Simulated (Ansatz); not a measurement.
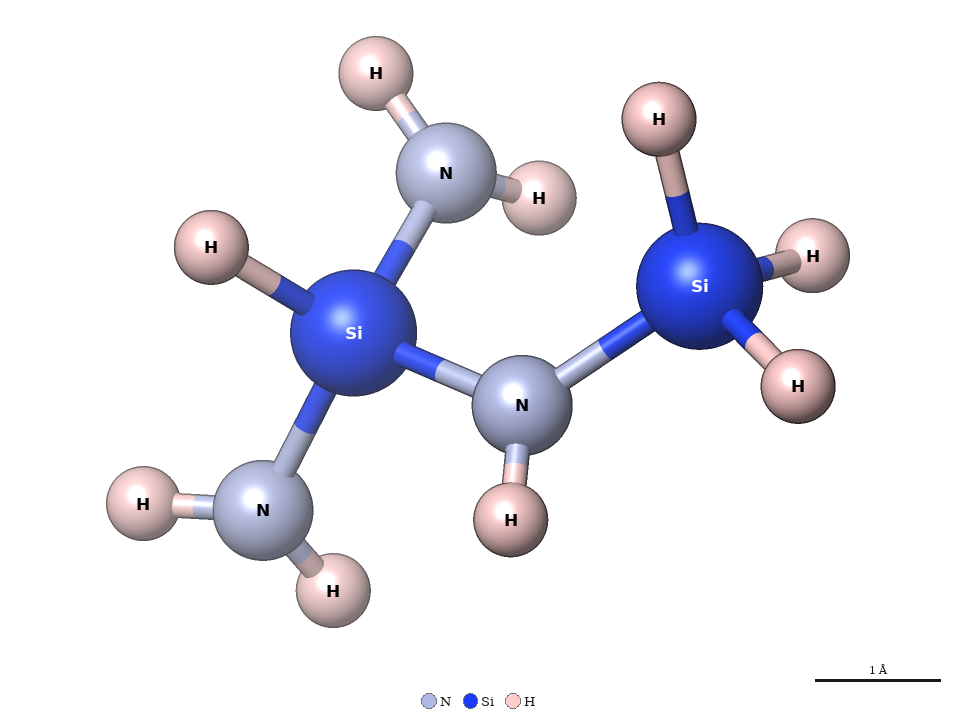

Atoms fade into the background with distance from the viewer. Computed geometry: PBE-D4/def2-SVP optimisation. No frequency run is at hand to confirm it as a minimum. Masses are those of the most abundant isotopes; constants are for the rigid equilibrium geometry.

> What kind of rotor is it, and what are its rotational constants in GHz?

An asymmetric top (C1): A = 5.44, B = 1.79, C = 1.47 GHz. Ray's parameter κ is −0.84, nearer the prolate limit.
